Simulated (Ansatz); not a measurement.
**As4 (arsenic tetramer) at MP2/cc-pVDZ**

What is the vertical ionisation energy of As4 (arsenic tetramer) at MP2/cc-pVDZ? 

Program for the calculation: Ansatz 0.2.0.

24 further runs of the same task are left out: 7 that didn't finish, 17 set aside as unsound or not needed. Runs told in other sessions of the task aren't counted.

### Step 1. The molecule

As4 has 4 atoms, charge 0, and is taken as a singlet. As SMILES, `[As]12[As]3[As]1[As]23`. The shape is that of a PBE0-D4/def2-TZVP optimisation.

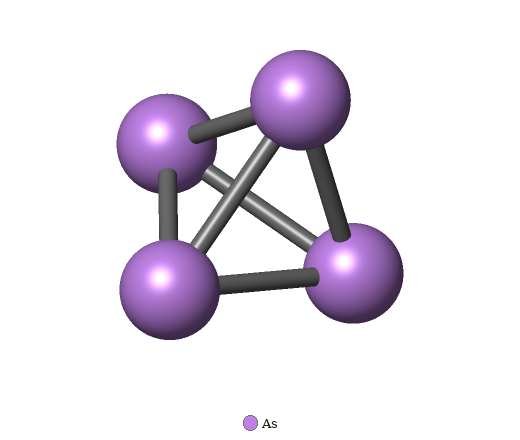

The structure, seen from a chosen angle (arsenic purple).

### Step 2. The energy at MP2/cc-pVDZ

run.yaml reads:

```yaml
crystal:
  periodic: [false, false, false]
  atoms:
    - {symbol: As, position_ang: [0.408230, -1.037610, 0.980150]}
    - {symbol: As, position_ang: [-0.244980, 1.281220, 0.708840]}
    - {symbol: As, position_ang: [-1.243230, -0.430680, -0.687660]}
    - {symbol: As, position_ang: [1.079970, 0.187070, -1.001320]}
basis:
  gaussian:
    orbitals: cc-pVDZ
correlation:
  method: mp2
  frozen_orbitals: {As: 9}
accuracy: high
```

The run is started by

```console
$ ansatz run run.yaml --threads 1 --pin off --max-ram 3480MiB --events-out events.jsonl --progress --plain --runs-dir runs
```

The program printed:

```text
Warning: RAYON_NUM_THREADS=1 ignored (pool sized by the plan → 1); use --threads N
Functional definition: HF
  name "HF"
  exchange = exact_x
  correlation = 0
2312 factors; integrals over basis functions are off by at most 4.5e-9 eV
mean field evaluation 1: about -243180.6314 eV, gradient 9.1e0 eV
mean field evaluation 2: about -243181.0855 eV, gradient 1.0e1 eV
mean field evaluation 4: about -243181.6730 eV, gradient 1.6e0 eV
mean field evaluation 8: about -243181.7074 eV, gradient 1.1e-1 eV
mean field evaluation 16: about -243181.7076 eV, gradient 2.2e-8 eV
mean field -243181.70760109 eV, -8936.7629198584 hartree, gradient 2.2e-8 eV, S^2 0.000000; 0 other end points of the search recorded, 0 dependent functions left out
36 core orbitals not correlated: weight in the atoms' cores, before any rotation towards them, 1.000 or more for the frozen orbitals, at most 0.000 for the correlated occupied ones
reference -243181.70760109 eV, -8936.7629198584 hartree; 30, 30 occupied and 42, 42 virtual orbitals, 2312 factors
second order -13.44290582 eV of doubles, -0.00000000 eV of singles
Total energy: -243195.15050691 eV, -8937.2569375354 hartree
```

Wall time 8.4 s (1 thread of Intel Xeon Platinum 8559C (Emerald Rapids), shared host); peak memory 0.57 GiB.

### Step 3. The doublet cation

input.yaml reads:

```yaml
crystal:
  periodic: [false, false, false]
  atoms:
    - {symbol: As, position_ang: [0.408230, -1.037610, 0.980150]}
    - {symbol: As, position_ang: [-0.244980, 1.281220, 0.708840]}
    - {symbol: As, position_ang: [-1.243230, -0.430680, -0.687660]}
    - {symbol: As, position_ang: [1.079970, 0.187070, -1.001320]}
basis:
  gaussian:
    orbitals: cc-pVDZ
total_charge: 1
magnetization:
  spin_polarized: true
  initial_magnetization: 1
correlation:
  method: mp2
  frozen_orbitals: {As: 9}
accuracy: high
```

The run is started by

```console
$ ansatz run input.yaml --threads 1 --pin off --max-ram 3480MiB --events-out events.jsonl --progress --plain --runs-dir runs
```

The program printed (excerpt; [...] marks lines left out):

```text
Warning: RAYON_NUM_THREADS=1 ignored (pool sized by the plan → 1); use --threads N
Functional definition: HF
  name "HF"
[...]
2311 factors; integrals over basis functions are off by at most 4.5e-9 eV
[...]
mean field -243173.44303298 eV, -8936.4592025822 hartree, gradient 7.0e-9 eV, S^2 0.781861; 9 other end points of the search recorded, 0 dependent functions left out
36 core orbitals not correlated: weight in the atoms' cores, before any rotation towards them, 1.000 or more for the frozen orbitals, at most 0.000 for the correlated occupied ones
reference -243173.44303298 eV, -8936.4592025822 hartree; 30, 29 occupied and 42, 43 virtual orbitals, 2311 factors
second order -12.81899821 eV of doubles, -0.00000000 eV of singles
Total energy: -243186.26203119 eV, -8936.9302920773 hartree
```

It took 2.4 min on 1 thread of Intel Xeon Platinum 8559C (Emerald Rapids), shared host; peak memory 0.95 GiB.

### Step 4. Summary of results

Level: MP2/cc-pVDZ, 36 core orbitals frozen.

```
                                                    quantity           value
                                   singlet As4: total energy  -8937.25694 Eh
   singlet As4: correlation energy (36 core orbitals frozen)      -494.0 mEh
                                doublet cation: total energy  -8936.93029 Eh
doublet cation: correlation energy (36 core orbitals frozen)      -471.1 mEh
           doublet cation: ⟨S²⟩ of the reference determinant           0.782
          vertical ionisation energy (to the doublet cation)        8.888 eV
```

**Reading.** The vertical ionisation energy comes to 8.89 eV (205 kcal/mol).
